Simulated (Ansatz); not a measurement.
## Electronic structure of F₂H₂Si···H₂O in real space

```yaml
atoms:
  - { symbol: Si, position_ang: [0.2541, 0.1007, -0.1024] }
  - { symbol: H, position_ang: [0.1273, 0.0078, 1.3577] }
  - { symbol: F, position_ang: [1.8252, -0.0556, -0.4610] }
  - { symbol: H, position_ang: [-0.2297, 1.3377, -0.7379] }
  - { symbol: F, position_ang: [-0.4824, -1.1887, -0.7552] }
  - { symbol: O, position_ang: [-2.3833, 0.0544, 1.0394] }
  - { symbol: H, position_ang: [-2.6128, -0.7955, 0.6332] }
  - { symbol: H, position_ang: [-1.6992, -0.1964, 1.7034] }
```

Not at a stationary point (largest force 1.0 eV/Å).

Computed with RKS B3LYP-D4/def2-SVP in Ansatz 0.2.0.

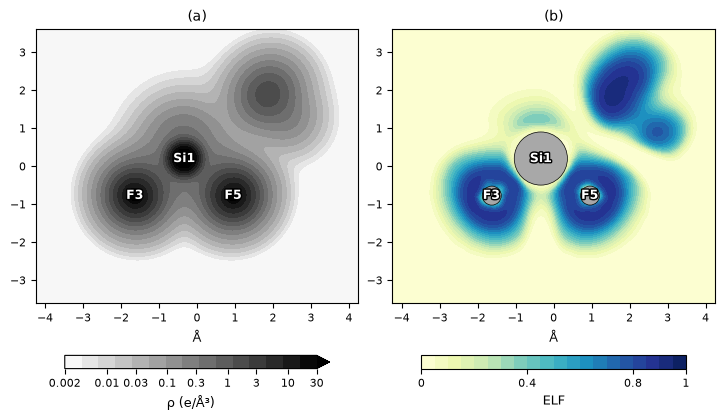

Figure 1. (a) total electron density; (b) ELF on the plane of atoms F3, Si1 and F5. Grey discs cover the atomic cores in the ELF map.

Question: Describe what can be read from this map.

Answer:
- Atoms in the plane: Si and F.
- Si–F (1.62 Å): ρ at the midpoint is about 1 e/Å³; the ELF peaks at about 0.85 in the valence shell of F, 0.6 Å from its nucleus, and is about 0.50 at the midpoint.
- The ELF also peaks beside F3, F5 and O6, away from the bonds: lone-pair regions.

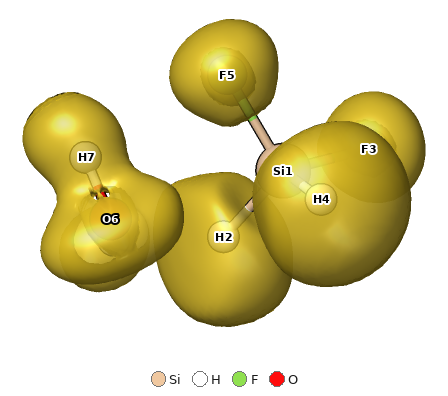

Figure 2. Isosurface of the electron localisation function at 0.75 (yellow), seen at a tilt. Only the valence region is drawn (cores and ρ < 0.01 e/Å³ removed).

Question: Where are the electrons localised?

Answer: The surface consists of two regions around hydrogen nuclei, two regions wrapped around F (its lone pairs, merged into a ring or cap) and one joined region spread over several atoms (H, O), in which their bonds and any lone pairs are merged. Profiles from the grid: Si1···O6 (2.87 Å): the ELF is about 0.05 at the midpoint.

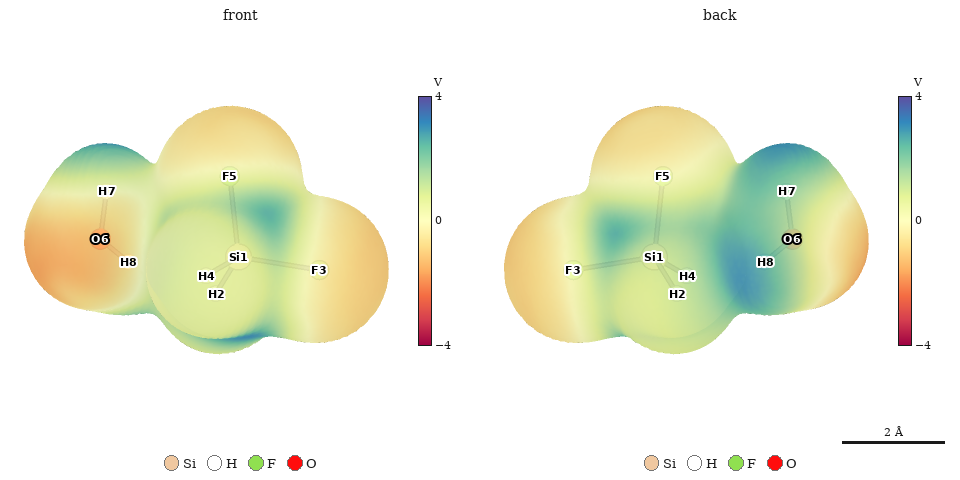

Figure 3. The electrostatic potential painted on the density surface at 0.004 e/bohr³, seen from the front and from behind; the colour scale runs from red (negative) to blue (positive).

Question: Describe the electrostatic potential map.

Answer: The most negative region (about −1.6 V, or −37 kcal/mol for a unit charge) lies over O6, the most positive (about +3.1 V, or +71 kcal/mol for a unit charge) over Si1, H7 and H8. O6 is the likeliest acceptor of a hydrogen bond.
